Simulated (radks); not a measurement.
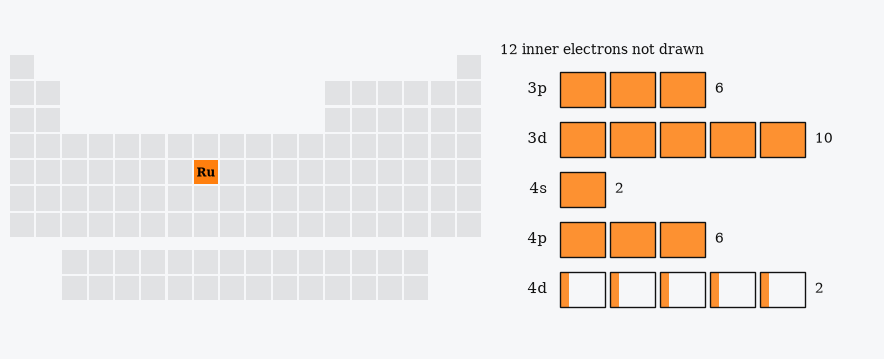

**Figure 1.** Left, the place of ruthenium in the periodic table; right, the outer shells as the input fills them: a box for each of the 2l + 1 orbitals, shaded by the share of the shell that is filled, with the electron count at the right.

# Ru⁶⁺: atomic calculation

The Ru⁶⁺ ion in the configuration [Kr] 4d2 (high spin). Computed at this level: scalar-relativistic Kohn-Sham, PBE, spin-polarised, spherical densities, point nucleus (the in-house radial solver radks).

Input:
```
Z 44
configuration [Kr] 4d2
relativity scalar-relativistic
functional pbe,pbe
spin polarised
nucleus point
c 137.035999084
mesh_step 0.005
max_iterations 50
```

Energies in input and log are in hartree, lengths in bohr.

Hardware: 1 thread of Arm Neoverse V1, 23 GiB of memory available, shared host.

Launched within a batch (the task file carries these settings):
```bash
python <driver script> task.json out
```

The program's output:
```
1s      1   1.0000        -809.56507659
2s      1   1.0000        -119.32897624
2p      1   3.0000        -107.22381656
3s      1   1.0000         -23.76983549
3p      1   3.0000         -19.79314991
3d      1   5.0000         -13.40439357
4s      1   1.0000          -6.00760988
4p      1   3.0000          -4.85162142
4d      1   2.0000          -3.12955304
1s      2   1.0000        -809.56531288
2s      2   1.0000        -119.31329054
2p      2   3.0000        -107.21205531
3s      2   1.0000         -23.76193600
3p      2   3.0000         -19.78407454
3d      2   5.0000         -13.39004139
4s      2   1.0000          -5.93184591
4p      2   3.0000          -4.77201207
4d      2   0.0000          -3.04864952
Etot -4522.120458119125
Ekin 4676.897722935354
Encl -10781.907602568848
Eh 1713.3397210286714
Exc -130.4502995143024
err 1.9925227000352157e-09
it 14
```

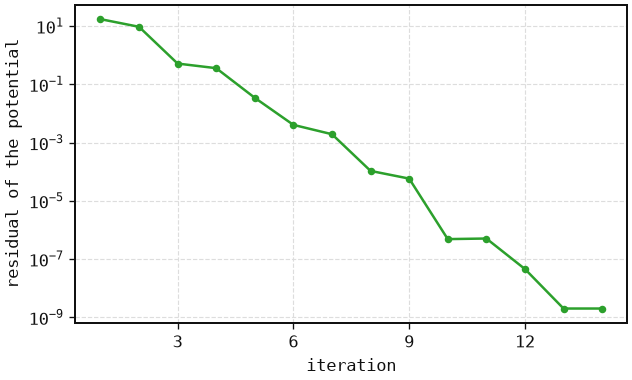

**Figure 2.** Convergence: residual of the potential against the iteration. The residual falls almost steadily, with no more than small rises or pauses. It goes from 17 to 2.0×10⁻⁹ in 14 steps.

What the run reported:

| quantity | value |
| --- | --- |
| outcome | converged |
| total energy | −4522.1205 hartree |
| kinetic energy | 4676.8977 hartree |
| electron–nucleus energy | −10781.9076 hartree |
| Hartree energy | 1713.3397 hartree |
| exchange–correlation energy | −130.450300 hartree |
| radius at density 0.001 e/bohr³ | 2.65 bohr |
| SCF iterations | 14 |

What is odd here:

A numerical setting was moved from its usual value: mesh step h = 0.005. The program ran to the end, and its total energy equals that of the same run with the usual input (−4522.12046 hartree) within 10⁻⁵ hartree, so the oddity leaves no trace in it.
